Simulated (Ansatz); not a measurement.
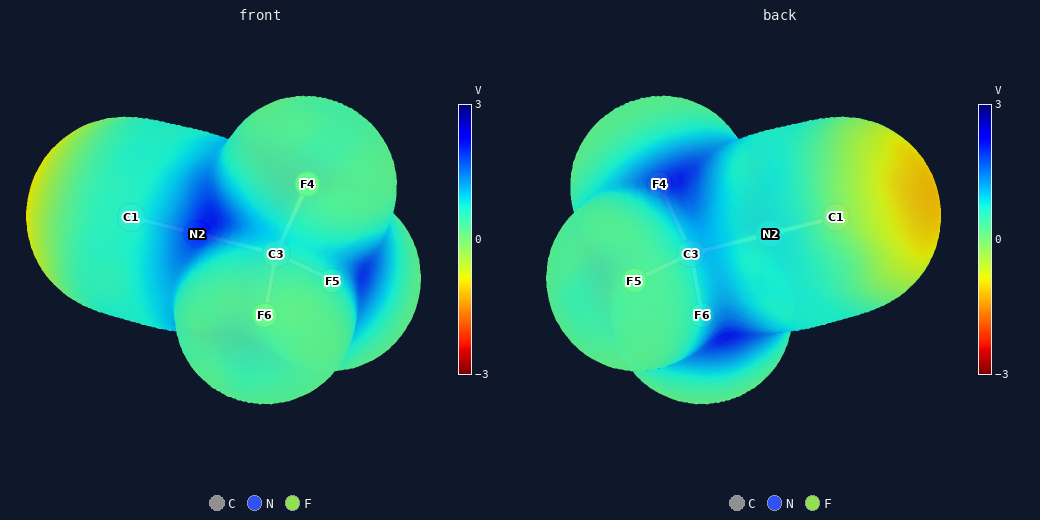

*C₂F₃N (SMILES [C-]#[N+]C(F)(F)F). The molecular electrostatic potential painted on the density surface at 0.004 e/bohr³, seen from the front and from behind; red is negative and blue positive.*

Geometry: PBE0-D4/def2-TZVP.

Computed with RKS PBE0-D4/def2-TZVPP in Ansatz.

```xyz
6

C     0.8480   -1.7385    0.9061
N     0.3839   -0.7868    0.4102
C    -0.1726    0.3539   -0.1845
F    -1.2912    0.0371   -0.8165
F     0.6778    0.8734   -1.0550
F    -0.4459    1.2608    0.7396
```

Question: Where is the surface potential most negative and most positive?

Answer: The most negative region (about −1.2 V) lies over C1, the most positive (about +2.1 V) over C3.
